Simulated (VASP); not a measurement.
Consider the following.

```xyz
2
Lattice="0.0000 2.9051 2.9051 2.9051 0.0000 2.9051 2.9051 2.9051 0.0000" Properties=species:S:1:pos:R:3 pbc="T T T"
Ge     0.0000     0.0000     0.0000
Ge     1.4525     1.4525     1.4525
```

Calculation: RPBE GGA, VASP's PBE PAW potentials (set 64) (plane waves; VASP). Run with 520 eV cut-off, 12×12×12 Γ-centred mesh, tetrahedra with Blöchl corrections, potentials Ge_d.

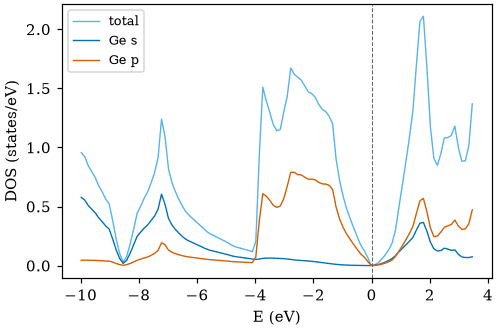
Figure. Total and projected density of states, zero at the Fermi level

Within 2 eV below the Fermi level the largest weight inside VASP's projection spheres is Ge p.

It has no gap at this level: it comes out as a metal or semimetal.

The compound is Ge in the diamond structure. It was relaxed first, which changed the volume by +8 %.
